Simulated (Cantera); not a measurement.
Charge: 1 mol H2S, 0.25 mol O2, equilibrated at 0.645 Torr.

These are equilibrium values from Cantera (NASA tables, ideal gas, pure condensed phases), not measurements of a reactor. Candidate condensed phases: H2O, H2SO4, S; 19 gas species. Kinetics and transport are ignored.

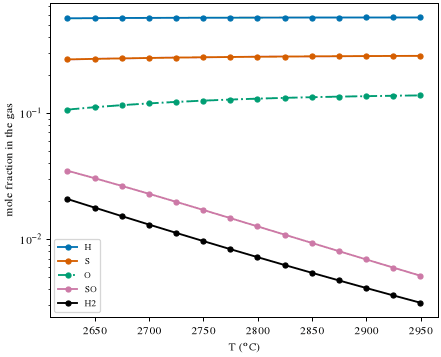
Figure. Equilibrium gas composition (values under 1e-9 drawn at 1e-9)

From 2625 °C to 2950 °C nothing is condensed.
